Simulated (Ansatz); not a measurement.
# SiH4O3 (SMILES O[SiH](O)O) at CAM-B3LYP/6-311+G(d,p)

Aim: the electronic atomisation energy of SiH4O3 at CAM-B3LYP/6-311+G**, from 4 runs. 

The calculation is run with Ansatz 0.2.0.

30 further runs of the same task are left out: 30 set aside as unsound or not needed. Runs told in other sessions of the task aren't counted.

## Step 1: The structure to begin with

SiH4O3 has 8 atoms, charge 0, and is taken as a singlet. SMILES: `O[SiH](O)O`. The shape is that of a PBE0-D4/def2-TZVP optimisation. This is one conformer, not always the lowest.

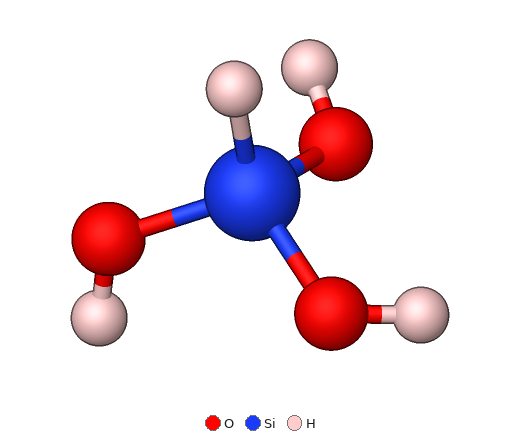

Viewed from a chosen angle; oxygen red, silicon blue, hydrogen pink.

## Step 2: A single-point energy at CAM-B3LYP/6-311+G(d,p)

The input, in.yaml:

```yaml
basis:
  gaussian:
    orbitals: 6-311+G_st__st_-spherical.json
crystal:
  periodic: [false, false, false]
  atoms:
    - symbol: O
      position_ang: [0.057900, 1.618800, -0.225000]
    - symbol: Si
      position_ang: [-0.171600, 0.082600, 0.269200]
    - symbol: O
      position_ang: [1.169300, -0.861100, 0.196500]
    - symbol: O
      position_ang: [-1.250800, -0.639700, -0.721300]
    - symbol: H
      position_ang: [0.176800, 1.769800, -1.164500]
    - symbol: H
      position_ang: [-0.642800, 0.209400, 1.662000]
    - symbol: H
      position_ang: [1.894900, -0.655000, 0.786800]
    - symbol: H
      position_ang: [-1.141700, -1.581700, -0.859700]
hamiltonian:
  xc: {name: CAM-B3LYP}
accuracy: high
output: {orbitals: {seedname: orbitals}}
```

The basis set 6-311+G** is read from a file made from the Basis Set Exchange's data (not shown).

The run is started by

```
$ ansatz run in.yaml --threads 1 --pin off --max-ram 3480MiB --events-out events.jsonl --progress --plain --runs-dir runs
```

Log:

```text
Warning: RAYON_NUM_THREADS=1 ignored (pool sized by the plan → 1); use --threads N
Functional definition: CAM-B3LYP
  name "CAM-B3LYP"
  parameter alpha = 0.19
  parameter beta = 0.46
  parameter omega = 0.33/bohr
  parameter ac = 0.81
  exchange = (1 - alpha - beta)*b88_x + beta*b88_x_sr(omega) + alpha*exact_x + beta*exact_x_lr(omega)
  correlation = (1 - ac)*vwn5_c + ac*lyp_c
2260 factors; integrals over basis functions are off by at most 4.0e-9 eV
470 factors; integrals over basis functions are off by at most 2.5e-9 eV
mean field evaluation 1: about -14077.2183 eV, gradient 8.6e1 eV
mean field evaluation 2: about -14069.3870 eV, gradient 1.1e2 eV
mean field evaluation 4: about -14088.3161 eV, gradient 7.8e-1 eV
mean field evaluation 8: about -14088.4274 eV, gradient 1.6e-1 eV
mean field evaluation 16: about -14088.4274 eV, gradient 1.5e-5 eV
mean field -14088.42739546 eV, -517.7401573040 hartree, gradient 4.4e-8 eV, S^2 0.000000; 0 other end points of the search recorded, 0 dependent functions left out
reference -14088.42741672 eV, -517.7401580853 hartree; 21, 21 occupied and 99, 99 virtual orbitals, 2260 factors
Total energy: -14088.42741672 eV, -517.7401580853 hartree
```

It took 13 s on 1 thread of Arm Neoverse V2, shared host; peak memory 0.48 GiB.

## Step 3: The H atom at the same level

The input, input.yaml:

```yaml
crystal:
  periodic: [false, false, false]
  atoms:
    - symbol: H
      position_ang: [0.000000, 0.000000, 0.000000]
basis:
  gaussian:
    orbitals: 6-311+G_st__st_.json
magnetization:
  spin_polarized: true
  initial_magnetization: 1
accuracy: high
hamiltonian:
  xc: {name: CAM-B3LYP}
```

The basis set 6-311+G** is read from a file made from the Basis Set Exchange's data (not shown).

Run the same way, it converges to -0.49881 Eh (log not shown).

## Step 4: The O atom at the same level

The input, molecule.yaml:

```yaml
crystal:
  periodic: [false, false, false]
  atoms:
    - {symbol: O, position_ang: [0.000000, 0.000000, 0.000000]}
basis:
  gaussian: {orbitals: 6-311+G_st__st_.json}
hamiltonian: {xc: {name: CAM-B3LYP}}
accuracy: high
magnetization: {spin_polarized: true, initial_magnetization: 2}
```

The basis set 6-311+G** is read from a file made from the Basis Set Exchange's data (not shown).

Run the same way, it converges to -75.06696 Eh (log not shown).

## Step 5: The Si atom, same level

The input, molecule.yaml:

```yaml
crystal:
  periodic: [false, false, false]
  atoms:
    - symbol: Si
      position_ang: [0.000000, 0.000000, 0.000000]
basis:
  gaussian:
    orbitals: 6-311+G_st__st_-spherical.json
magnetization:
  spin_polarized: true
  initial_magnetization: 2
hamiltonian:
  xc: {name: CAM-B3LYP}
accuracy: high
```

The basis set 6-311+G** is read from a file made from the Basis Set Exchange's data (not shown).

Run the same way, it converges to -289.37896 Eh (log not shown).

## Step 6: Outcome

At CAM-B3LYP/6-311+G**:

```
                     quantity          value
       molecule: total energy  -517.74016 Eh
        molecule: HOMO energy      -10.68 eV
        molecule: LUMO energy        0.43 eV
      molecule: HOMO–LUMO gap       11.11 eV
         H atom: total energy    -0.49881 Eh
                 H atom: ⟨S²⟩          0.750
         O atom: total energy   -75.06696 Eh
                 O atom: ⟨S²⟩          2.004
        Si atom: total energy  -289.37896 Eh
                Si atom: ⟨S²⟩          2.002
electronic atomisation energy      31.703 eV
```

What this shows: Taking the molecule apart into free atoms costs 31.70 eV (731 kcal/mol), before zero-point energy and without spin-orbit coupling.
